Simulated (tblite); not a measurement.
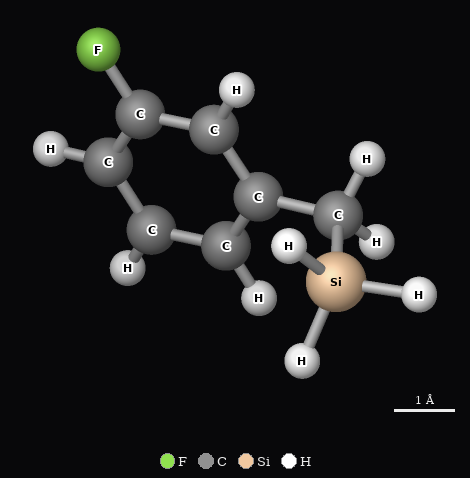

*The starting structure (ball-and-stick view, seen at a tilt).*

**Geometry relaxation of C₇H₉FSi (part 1 of 4)**

- system: C₇H₉FSi, SMILES Fc1cccc(C[SiH3])c1
- method: GFN2-xTB geometry optimisation, gas phase (tblite 0.8.0)

It belongs to a series of runs on one base structure; here: H on C replaced by CH2SiH3.

Output:
```
step      E/eV     max force
  0    -708.22179    1.386
  1    -708.28548    0.496
  2    -708.30111    0.257
  3    -708.30642    0.185
  4    -708.31006    0.192
  5    -708.31213    0.099
  6    -708.31333    0.071
  7    -708.31441    0.074
  8    -708.31570    0.096
  9    -708.31708    0.093
 10    -708.31827    0.112
 11    -708.31914    0.084
 12    -708.31981    0.066
 13    -708.32037    0.053
 14    -708.32085    0.051
 15    -708.32126    0.057
 16    -708.32176    0.067
 17    -708.32243    0.083
 18    -708.32316    0.066
 19    -708.32367    0.052
 20    -708.32397    0.053
 21    -708.32426    0.050
 22    -708.32472    0.054
 23    -708.32535    0.065
 24    -708.32601    0.061
 25    -708.32652    0.052
 26    -708.32689    0.039
 27    -708.32715    0.042
 28    -708.32738    0.039
 29    -708.32762    0.033
 30    -708.32793    0.039
 31    -708.32831    0.043
 32    -708.32867    0.044
 33    -708.32893    0.040
 34    -708.32912    0.037
 35    -708.32933    0.034
 36    -708.32958    0.037
 37    -708.32983    0.037
 38    -708.33002    0.033
 39    -708.33019    0.033
 40    -708.33037    0.029
 41    -708.33054    0.033
 42    -708.33069    0.028
 43    -708.33080    0.029
 44    -708.33090    0.029
 45    -708.33098    0.020
 46    -708.33103    0.015
 47    -708.33105    0.011
 48    -708.33107    0.009
```

Trajectory as extended XYZ (Å, eV, eV/Å), 46 of the 49 frames kept, from step=0 to step=48:
```
18
Properties=species:S:1:pos:R:3:forces:R:3 step=0 energy=-708.22179
F     2.7173   -0.1046    2.2643   -0.1040   0.0020  -0.0800
C     2.0108    0.0321    1.1163   -0.1790  -0.1320  -0.1280
C     2.5886    0.7091    0.0604   -0.6030   0.2220  -0.9590
C     1.8571    0.8550   -1.1358   -0.3060  -0.6620   1.1310
C     0.5769    0.2935   -1.2248    0.3720   0.2670  -0.1310
C     0.0018   -0.3998   -0.1559    0.3130   0.1230   0.3790
C    -1.3825   -0.9816   -0.2674    1.0230  -0.8530   0.0740
Si   -2.7866    0.1445    0.2302   -1.0320   0.8170   0.4330
C     0.7471   -0.5295    1.0351   -0.4590   0.0560  -0.4440
H     3.5696    1.1348    0.1582    0.1380   0.0210   0.0350
H     2.2870    1.3805   -1.9710   -0.0010   0.0110  -0.0070
H     0.0254    0.4075   -2.1635    0.1480  -0.0890   0.4300
H    -1.5457   -1.3207   -1.2859    0.0040   0.0630  -0.2570
H    -1.4255   -1.8972    0.3427    0.0070   0.2440  -0.0130
H    -2.6733    0.5628    1.6501    0.0590  -0.1300  -0.3520
H    -2.8292    1.3508   -0.6252    0.0900  -0.2320   0.1350
H    -4.0843   -0.5723    0.0672    0.4230   0.1230   0.0180
H     0.3369   -1.0588    1.8934    0.1060   0.1490  -0.2660
18
Properties=species:S:1:pos:R:3:forces:R:3 step=1 energy=-708.28548
F     2.7159   -0.1046    2.2631   -0.1400   0.0130  -0.1640
C     2.0082    0.0302    1.1145   -0.1460  -0.0010  -0.3160
C     2.5800    0.7123    0.0467    0.1270  -0.0260   0.4370
C     1.8527    0.8456   -1.1196   -0.1050   0.0860  -0.4240
C     0.5822    0.2973   -1.2267   -0.1480  -0.1270   0.2590
C     0.0062   -0.3980   -0.1505    0.0280   0.1380  -0.2660
C    -1.3679   -0.9938   -0.2663    0.3260  -0.0700  -0.0290
Si   -2.8014    0.1562    0.2364   -0.2890   0.2420   0.1440
C     0.7406   -0.5286    1.0287    0.0650   0.0890   0.0630
H     3.5716    1.1351    0.1587   -0.1510  -0.0750  -0.0580
H     2.2869    1.3806   -1.9711   -0.1970  -0.2390   0.3880
H     0.0275    0.4063   -2.1574    0.1110  -0.0530   0.2840
H    -1.5456   -1.3198   -1.2895    0.0610   0.0660  -0.1470
H    -1.4254   -1.8937    0.3425    0.0390  -0.0510   0.1530
H    -2.6725    0.5610    1.6451    0.0510  -0.0580  -0.1550
H    -2.8279    1.3475   -0.6233    0.0690  -0.0970   0.0540
H    -4.0783   -0.5705    0.0675    0.2490   0.0550   0.0070
H     0.3384   -1.0567    1.8897    0.0490   0.1070  -0.2300
18
Properties=species:S:1:pos:R:3:forces:R:3 step=2 energy=-708.30111
F     2.7135   -0.1044    2.2605   -0.1490   0.0050  -0.1690
C     2.0056    0.0298    1.1095   -0.0450  -0.0190  -0.0660
C     2.5801    0.7126    0.0503   -0.0360   0.0400   0.0100
C     1.8503    0.8449   -1.1226    0.0180  -0.0110   0.0250
C     0.5811    0.2962   -1.2233   -0.0260   0.0000   0.0660
C     0.0075   -0.3957   -0.1533   -0.0430  -0.0420   0.0170
C    -1.3602   -0.9973   -0.2665   -0.0110   0.1170  -0.0590
Si   -2.8086    0.1621    0.2397    0.0490   0.0040   0.0040
C     0.7402   -0.5272    1.0284    0.0030   0.1010  -0.0810
H     3.5698    1.1340    0.1579   -0.0810  -0.0480  -0.0330
H     2.2841    1.3771   -1.9654   -0.1170  -0.1270   0.1900
H     0.0296    0.4052   -2.1520    0.0410  -0.0470   0.1830
H    -1.5447   -1.3186   -1.2924    0.0790   0.0700  -0.0650
H    -1.4248   -1.8937    0.3447    0.0650  -0.0670   0.1470
H    -2.6716    0.5598    1.6418    0.0510  -0.0150  -0.0310
H    -2.8267    1.3454   -0.6221    0.0570  -0.0190   0.0070
H    -4.0734   -0.5694    0.0677    0.1360   0.0040  -0.0020
H     0.3394   -1.0547    1.8855    0.0090   0.0540  -0.1400
18
Properties=species:S:1:pos:R:3:forces:R:3 step=3 energy=-708.30642
F     2.7100   -0.1042    2.2566   -0.1040  -0.0090  -0.0910
C     2.0039    0.0292    1.1069   -0.0040   0.0210  -0.0490
C     2.5790    0.7136    0.0506   -0.0410   0.0240  -0.0210
C     1.8498    0.8440   -1.1219   -0.0370  -0.0540   0.1150
C     0.5807    0.2962   -1.2213    0.0250   0.0060   0.0840
C     0.0073   -0.3958   -0.1534   -0.0550  -0.0290  -0.0040
C    -1.3576   -0.9966   -0.2676   -0.1310   0.0390   0.0100
Si   -2.8103    0.1643    0.2410    0.1670  -0.0640  -0.0490
C     0.7398   -0.5248    1.0264   -0.0320   0.0480  -0.0430
H     3.5679    1.1329    0.1571   -0.0350  -0.0260  -0.0230
H     2.2811    1.3739   -1.9605   -0.0510  -0.0430   0.0510
H     0.0310    0.4040   -2.1468   -0.0190  -0.0310   0.0720
H    -1.5430   -1.3170   -1.2946    0.0800   0.0670  -0.0270
H    -1.4235   -1.8948    0.3480    0.0670   0.0270   0.0620
H    -2.6704    0.5591    1.6401    0.0530   0.0040   0.0270
H    -2.8252    1.3444   -0.6216    0.0510   0.0180  -0.0150
H    -4.0692   -0.5689    0.0677    0.0740  -0.0260  -0.0080
H     0.3399   -1.0530    1.8816   -0.0080   0.0300  -0.0910
18
Properties=species:S:1:pos:R:3:forces:R:3 step=4 energy=-708.31006
F     2.7056   -0.1043    2.2522   -0.0460  -0.0210  -0.0010
C     2.0026    0.0294    1.1037   -0.0280   0.0150   0.0030
C     2.5775    0.7147    0.0508   -0.0030   0.0200  -0.0300
C     1.8483    0.8421   -1.1194   -0.0140  -0.0170   0.0870
C     0.5809    0.2961   -1.2178   -0.0330  -0.0030   0.0050
C     0.0062   -0.3960   -0.1540   -0.0750  -0.0340   0.0510
C    -1.3581   -0.9961   -0.2679   -0.1130  -0.0220   0.0230
Si   -2.8086    0.1649    0.2410    0.1740  -0.0630  -0.0520
C     0.7387   -0.5224    1.0244   -0.0460   0.0190  -0.0490
H     3.5659    1.1315    0.1561    0.0100  -0.0030  -0.0160
H     2.2781    1.3708   -1.9560   -0.0180   0.0030  -0.0290
H     0.0316    0.4025   -2.1418   -0.0410  -0.0170   0.0110
H    -1.5402   -1.3145   -1.2968    0.0650   0.0500   0.0060
H    -1.4212   -1.8947    0.3514    0.0540   0.0720   0.0010
H    -2.6684    0.5586    1.6393    0.0550   0.0110   0.0450
H    -2.8231    1.3439   -0.6215    0.0500   0.0330  -0.0230
H    -4.0647   -0.5691    0.0675    0.0410  -0.0400  -0.0110
H     0.3402   -1.0512    1.8770   -0.0300  -0.0030  -0.0200
18
Properties=species:S:1:pos:R:3:forces:R:3 step=5 energy=-708.31213
F     2.7021   -0.1048    2.2496   -0.0160  -0.0290   0.0520
C     2.0010    0.0297    1.1017   -0.0210   0.0220   0.0200
C     2.5769    0.7156    0.0510   -0.0030  -0.0020  -0.0100
C     1.8472    0.8411   -1.1171   -0.0500  -0.0040   0.0280
C     0.5799    0.2958   -1.2157   -0.0310  -0.0090   0.0090
C     0.0040   -0.3968   -0.1534   -0.0700   0.0070   0.0040
C    -1.3601   -0.9961   -0.2678   -0.0280  -0.0460   0.0130
Si   -2.8045    0.1643    0.2402    0.0960  -0.0150  -0.0200
C     0.7374   -0.5205    1.0223   -0.0520  -0.0220   0.0110
H     3.5648    1.1306    0.1551    0.0460   0.0150  -0.0080
H     2.2757    1.3688   -1.9535   -0.0030   0.0250  -0.0650
H     0.0312    0.4013   -2.1384   -0.0610  -0.0050  -0.0400
H    -1.5373   -1.3120   -1.2980    0.0430   0.0250   0.0110
H    -1.4188   -1.8934    0.3535    0.0310   0.0550  -0.0170
H    -2.6662    0.5585    1.6396    0.0560   0.0070   0.0280
H    -2.8209    1.3442   -0.6218    0.0530   0.0260  -0.0190
H    -4.0611   -0.5699    0.0672    0.0430  -0.0340  -0.0110
H     0.3397   -1.0502    1.8738   -0.0360  -0.0150   0.0120
18
Properties=species:S:1:pos:R:3:forces:R:3 step=6 energy=-708.31333
F     2.6997   -0.1056    2.2490   -0.0070  -0.0300   0.0640
C     1.9997    0.0303    1.1009   -0.0360   0.0080   0.0350
C     2.5765    0.7161    0.0511    0.0050  -0.0040   0.0020
C     1.8457    0.8406   -1.1156   -0.0330   0.0230  -0.0260
C     0.5787    0.2954   -1.2142   -0.0530  -0.0040  -0.0280
C     0.0014   -0.3971   -0.1533   -0.0250   0.0250   0.0180
C    -1.3616   -0.9967   -0.2677    0.0330  -0.0360  -0.0080
Si   -2.8005    0.1637    0.2395    0.0160   0.0290   0.0100
C     0.7358   -0.5198    1.0215   -0.0330  -0.0160   0.0130
H     3.5651    1.1304    0.1544    0.0370   0.0120  -0.0070
H     2.2742    1.3680   -1.9531   -0.0140   0.0150  -0.0500
H     0.0299    0.4005   -2.1372   -0.0530  -0.0020  -0.0380
H    -1.5348   -1.3102   -1.2985    0.0220   0.0010   0.0000
H    -1.4169   -1.8919    0.3545    0.0120   0.0140  -0.0090
H    -2.6638    0.5586    1.6402    0.0570   0.0010   0.0040
H    -2.8186    1.3448   -0.6224    0.0560   0.0130  -0.0100
H    -4.0582   -0.5710    0.0669    0.0560  -0.0230  -0.0080
H     0.3388   -1.0499    1.8722   -0.0420  -0.0250   0.0370
18
Properties=species:S:1:pos:R:3:forces:R:3 step=7 energy=-708.31441
F     2.6975   -0.1068    2.2497   -0.0150  -0.0260   0.0510
C     1.9979    0.0309    1.1011   -0.0180   0.0090   0.0310
C     2.5763    0.7164    0.0513   -0.0120  -0.0120   0.0120
C     1.8439    0.8407   -1.1149   -0.0270   0.0280  -0.0470
C     0.5766    0.2951   -1.2136   -0.0330   0.0130  -0.0310
C    -0.0011   -0.3968   -0.1526    0.0140   0.0400  -0.0060
C    -1.3623   -0.9977   -0.2678    0.0650  -0.0070  -0.0170
Si   -2.7968    0.1638    0.2390   -0.0410   0.0550   0.0290
C     0.7339   -0.5195    1.0210   -0.0120  -0.0140   0.0460
H     3.5659    1.1304    0.1537    0.0110   0.0020  -0.0070
H     2.2726    1.3675   -1.9537   -0.0260   0.0020  -0.0300
H     0.0278    0.3998   -2.1369   -0.0470   0.0000  -0.0340
H    -1.5323   -1.3086   -1.2990    0.0040  -0.0230  -0.0160
H    -1.4150   -1.8905    0.3553   -0.0040  -0.0330   0.0030
H    -2.6607    0.5587    1.6408    0.0570  -0.0030  -0.0140
H    -2.8155    1.3455   -0.6230    0.0580   0.0020  -0.0020
H    -4.0545   -0.5723    0.0664    0.0630  -0.0120  -0.0060
H     0.3372   -1.0501    1.8716   -0.0380  -0.0220   0.0370
18
Properties=species:S:1:pos:R:3:forces:R:3 step=9 energy=-708.31708
F     2.6904   -0.1115    2.2539   -0.0230   0.0010  -0.0040
C     1.9925    0.0331    1.1034    0.0140  -0.0010   0.0130
C     2.5741    0.7168    0.0516   -0.0500  -0.0080   0.0120
C     1.8379    0.8421   -1.1147    0.0170   0.0220  -0.0320
C     0.5701    0.2959   -1.2140    0.0140   0.0490  -0.0220
C    -0.0059   -0.3940   -0.1511    0.0820   0.0200  -0.0140
C    -1.3611   -1.0002   -0.2688    0.0380   0.0410  -0.0100
Si   -2.7892    0.1670    0.2393   -0.0500   0.0380   0.0200
C     0.7284   -0.5189    1.0225    0.0260   0.0220   0.0490
H     3.5673    1.1299    0.1512   -0.0840  -0.0380  -0.0090
H     2.2666    1.3664   -1.9569   -0.0350  -0.0150   0.0150
H     0.0193    0.3979   -2.1379   -0.0140   0.0030   0.0030
H    -1.5257   -1.3065   -1.3015   -0.0250  -0.0580  -0.0170
H    -1.4105   -1.8893    0.3575   -0.0260  -0.0740  -0.0070
H    -2.6488    0.5588    1.6416    0.0500   0.0020  -0.0190
H    -2.8036    1.3477   -0.6247    0.0510  -0.0030   0.0080
H    -4.0412   -0.5767    0.0648    0.0340   0.0010  -0.0020
H     0.3305   -1.0520    1.8722   -0.0190  -0.0010   0.0140
18
Properties=species:S:1:pos:R:3:forces:R:3 step=10 energy=-708.31827
F     2.6864   -0.1139    2.2562   -0.0090   0.0170  -0.0190
C     1.9902    0.0341    1.1050    0.0100  -0.0120   0.0080
C     2.5717    0.7168    0.0519   -0.0510   0.0000   0.0050
C     1.8352    0.8432   -1.1151    0.0180   0.0080  -0.0080
C     0.5673    0.2975   -1.2149    0.0280   0.0450  -0.0010
C    -0.0063   -0.3920   -0.1505    0.0670  -0.0080  -0.0080
C    -1.3596   -1.0008   -0.2695    0.0060   0.0310   0.0000
Si   -2.7865    0.1695    0.2399   -0.0040   0.0030   0.0000
C     0.7261   -0.5182    1.0244    0.0230   0.0340   0.0190
H     3.5662    1.1288    0.1497   -0.1020  -0.0450  -0.0070
H     2.2630    1.3657   -1.9586   -0.0180  -0.0050   0.0160
H     0.0146    0.3971   -2.1386    0.0030   0.0070   0.0210
H    -1.5230   -1.3068   -1.3030   -0.0280  -0.0550   0.0080
H    -1.4089   -1.8903    0.3581   -0.0270  -0.0480  -0.0310
H    -2.6415    0.5589    1.6416    0.0440   0.0090  -0.0080
H    -2.7964    1.3487   -0.6254    0.0430   0.0040   0.0080
H    -4.0338   -0.5789    0.0639    0.0030   0.0020   0.0000
H     0.3267   -1.0531    1.8730   -0.0060   0.0140  -0.0030
18
Properties=species:S:1:pos:R:3:forces:R:3 step=11 energy=-708.31914
F     2.6836   -0.1153    2.2577    0.0110   0.0280  -0.0180
C     1.9886    0.0346    1.1064    0.0110  -0.0070  -0.0020
C     2.5691    0.7167    0.0522   -0.0530  -0.0020   0.0010
C     1.8335    0.8442   -1.1156    0.0140   0.0000   0.0140
C     0.5657    0.2995   -1.2156    0.0150   0.0200   0.0170
C    -0.0054   -0.3908   -0.1502    0.0240  -0.0280  -0.0100
C    -1.3582   -1.0009   -0.2699   -0.0100   0.0060   0.0050
Si   -2.7848    0.1714    0.2404    0.0380  -0.0240  -0.0150
C     0.7248   -0.5171    1.0261   -0.0020   0.0210   0.0010
H     3.5636    1.1272    0.1486   -0.0770  -0.0330  -0.0010
H     2.2601    1.3652   -1.9596    0.0040   0.0100   0.0070
H     0.0112    0.3967   -2.1388    0.0140   0.0110   0.0300
H    -1.5216   -1.3082   -1.3038   -0.0240  -0.0420   0.0290
H    -1.4083   -1.8917    0.3578   -0.0220  -0.0130  -0.0480
H    -2.6355    0.5592    1.6415    0.0380   0.0140   0.0010
H    -2.7904    1.3496   -0.6258    0.0350   0.0100   0.0060
H    -4.0286   -0.5804    0.0633   -0.0190   0.0030   0.0010
H     0.3238   -1.0536    1.8736    0.0050   0.0270  -0.0180
18
Properties=species:S:1:pos:R:3:forces:R:3 step=12 energy=-708.31981
F     2.6819   -0.1156    2.2585    0.0280   0.0330  -0.0110
C     1.9877    0.0348    1.1073   -0.0140  -0.0120   0.0020
C     2.5662    0.7166    0.0525   -0.0260   0.0030  -0.0040
C     1.8326    0.8449   -1.1159   -0.0130  -0.0060   0.0140
C     0.5648    0.3013   -1.2157    0.0060  -0.0030   0.0250
C    -0.0041   -0.3905   -0.1503   -0.0180  -0.0370  -0.0040
C    -1.3572   -1.0008   -0.2702   -0.0150  -0.0210   0.0030
Si   -2.7830    0.1724    0.2405    0.0540  -0.0330  -0.0190
C     0.7239   -0.5160    1.0274   -0.0130   0.0090  -0.0200
H     3.5601    1.1255    0.1478   -0.0360  -0.0150   0.0060
H     2.2582    1.3651   -1.9602    0.0220   0.0230   0.0000
H     0.0092    0.3966   -2.1383    0.0160   0.0150   0.0260
H    -1.5213   -1.3101   -1.3038   -0.0190  -0.0260   0.0350
H    -1.4085   -1.8931    0.3566   -0.0140   0.0100  -0.0490
H    -2.6304    0.5596    1.6413    0.0330   0.0150   0.0020
H    -2.7854    1.3504   -0.6258    0.0290   0.0110   0.0060
H    -4.0253   -0.5814    0.0629   -0.0260   0.0070   0.0020
H     0.3219   -1.0534    1.8738    0.0060   0.0280  -0.0160
18
Properties=species:S:1:pos:R:3:forces:R:3 step=13 energy=-708.32037
F     2.6812   -0.1152    2.2588    0.0340   0.0340  -0.0050
C     1.9866    0.0347    1.1082   -0.0130   0.0020  -0.0050
C     2.5633    0.7165    0.0528   -0.0140  -0.0030  -0.0030
C     1.8317    0.8455   -1.1161   -0.0140   0.0000   0.0130
C     0.5642    0.3027   -1.2154   -0.0200  -0.0300   0.0200
C    -0.0034   -0.3909   -0.1505   -0.0410  -0.0300  -0.0040
C    -1.3565   -1.0011   -0.2704   -0.0110  -0.0390  -0.0030
Si   -2.7808    0.1727    0.2403    0.0440  -0.0270  -0.0130
C     0.7230   -0.5148    1.0282   -0.0310  -0.0150  -0.0220
H     3.5565    1.1237    0.1473    0.0130   0.0070   0.0120
H     2.2571    1.3654   -1.9605    0.0280   0.0260   0.0020
H     0.0079    0.3970   -2.1373    0.0130   0.0180   0.0170
H    -1.5215   -1.3123   -1.3032   -0.0140  -0.0140   0.0220
H    -1.4090   -1.8943    0.3546   -0.0080   0.0120  -0.0330
H    -2.6257    0.5603    1.6412    0.0280   0.0120  -0.0040
H    -2.7808    1.3511   -0.6257    0.0250   0.0070   0.0080
H    -4.0231   -0.5820    0.0626   -0.0210   0.0160   0.0050
H     0.3204   -1.0527    1.8736    0.0020   0.0230  -0.0080
18
Properties=species:S:1:pos:R:3:forces:R:3 step=14 energy=-708.32085
F     2.6810   -0.1142    2.2589    0.0290   0.0320  -0.0060
C     1.9856    0.0347    1.1087   -0.0300   0.0010   0.0000
C     2.5605    0.7164    0.0530    0.0210   0.0050  -0.0040
C     1.8307    0.8461   -1.1161   -0.0320   0.0000   0.0010
C     0.5632    0.3033   -1.2147   -0.0120  -0.0310   0.0070
C    -0.0034   -0.3918   -0.1508   -0.0460  -0.0210  -0.0010
C    -1.3562   -1.0019   -0.2707   -0.0090  -0.0430  -0.0110
Si   -2.7781    0.1724    0.2399    0.0170  -0.0110  -0.0030
C     0.7217   -0.5141    1.0284   -0.0140  -0.0210  -0.0160
H     3.5536    1.1223    0.1471    0.0370   0.0190   0.0170
H     2.2565    1.3661   -1.9606    0.0240   0.0230   0.0110
H     0.0071    0.3976   -2.1362    0.0020   0.0180   0.0010
H    -1.5219   -1.3144   -1.3023   -0.0130  -0.0090  -0.0040
H    -1.4095   -1.8953    0.3525   -0.0040  -0.0060  -0.0060
H    -2.6210    0.5611    1.6409    0.0240   0.0070  -0.0130
H    -2.7763    1.3519   -0.6254    0.0230  -0.0010   0.0110
H    -4.0215   -0.5822    0.0625   -0.0090   0.0270   0.0080
H     0.3192   -1.0517    1.8733   -0.0080   0.0110   0.0090
18
Properties=species:S:1:pos:R:3:forces:R:3 step=15 energy=-708.32126
F     2.6813   -0.1127    2.2588    0.0120   0.0270  -0.0120
C     1.9839    0.0347    1.1093   -0.0070   0.0180  -0.0120
C     2.5586    0.7165    0.0532    0.0200   0.0000  -0.0010
C     1.8291    0.8466   -1.1161   -0.0070   0.0100   0.0010
C     0.5622    0.3033   -1.2141   -0.0220  -0.0320  -0.0080
C    -0.0043   -0.3930   -0.1510   -0.0240  -0.0070  -0.0020
C    -1.3561   -1.0033   -0.2713   -0.0090  -0.0380  -0.0150
Si   -2.7753    0.1720    0.2395   -0.0120   0.0060   0.0070
C     0.7204   -0.5138    1.0284   -0.0130  -0.0310  -0.0030
H     3.5517    1.1214    0.1472    0.0480   0.0250   0.0180
H     2.2563    1.3670   -1.9604    0.0080   0.0120   0.0250
H     0.0062    0.3984   -2.1351   -0.0070   0.0160  -0.0110
H    -1.5225   -1.3165   -1.3018   -0.0130  -0.0080  -0.0320
H    -1.4100   -1.8964    0.3506   -0.0030  -0.0300   0.0210
H    -2.6163    0.5619    1.6404    0.0220   0.0030  -0.0200
H    -2.7717    1.3526   -0.6250    0.0210  -0.0080   0.0130
H    -4.0200   -0.5818    0.0625    0.0020   0.0360   0.0100
H     0.3178   -1.0506    1.8732   -0.0160   0.0010   0.0200
```
